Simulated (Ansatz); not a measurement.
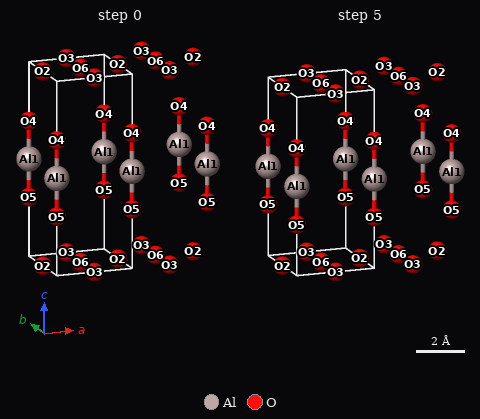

The structure of solid AlO5 (a generated structure, set up in P4/mmm) before (left) and after (right) a relaxation, at one scale.

A ball-and-stick model of the cell of the calculation, repeated 2 × 1 × 1 with one cell outlined, seen slightly off an axis.

All numbers below come from DFT PBE, scalar-relativistic, plane waves, PAW (Ansatz).

The input:
```yaml
crystal:
  lattice:
    - [3.3711485116, 0.0, 0.0]
    - [0.0, 3.3711485116, 0.0]
    - [0.0, 0.0, 8.4612832116]
  atoms:
    - { symbol: Al, position: [0.0, 0.0, 0.5] }
    - { symbol: O, position: [0.0, 0.5, 0.0], spin: 0.99 }
    - { symbol: O, position: [0.5, 0.0, 0.0], spin: 0.99 }
    - { symbol: O, position: [0.0, 0.0, 0.6960672735], spin: 0.39 }
    - { symbol: O, position: [0.0, 0.0, 0.3039327265], spin: 0.39 }
    - { symbol: O, position: [0.5, 0.5, 0.0], spin: 0.24 }
basis:
  ecutwfc: 420
kpoints:
  mp_grid: { grid: [12, 12, 6] }
hamiltonian:
  xc: pbe
scf:
  occupations: { method: gaussian, width: 0.1 }
output:
  forces: true
  stress: true
  eigenvalues: true
  populations: true
  write_density: true
  write_potential: true
  elf: true
  volumetric_format: npy
magnetization:
  spin_polarized: true
relax:
  adjacent_minimum: "off"
  f_tol: 0.01
  max_steps: 80
  cell: { stress_tol: 0.05 }
```

Run as
```bash
ansatz run input.yaml --threads 1 --pin off --max-ram 2560MiB --backend cpu --events-out ev --progress --plain --runs-dir out
```

> What changed between the two?

The run was cut off at its time limit before the relaxation converged, so the last structure is only a point on the way. The largest moves relative to the cell, 0.13 Å, are those of O4 and O5. O4 goes along +c. Al stays in place. The volume changes by −2.6 %, with a = b 3.371 → 3.474 Å (+3.1 %), c 8.461 → 7.764 Å (−8.2 %). The space group stays P4/mmm (No. 123). After 5 geometry steps the energy has fallen by 65.3 meV per cell of the calculation. The largest force component goes from 0.088 to 0.21 eV/Å. The pressure goes from 2.43 to 0.30 GPa. Cost: 12 min on 1 thread of Intel(R) Xeon(R) Processor @ 2.50GHz (Skylake/Cascade Lake), on a shared host, peak memory 0.64 GiB.
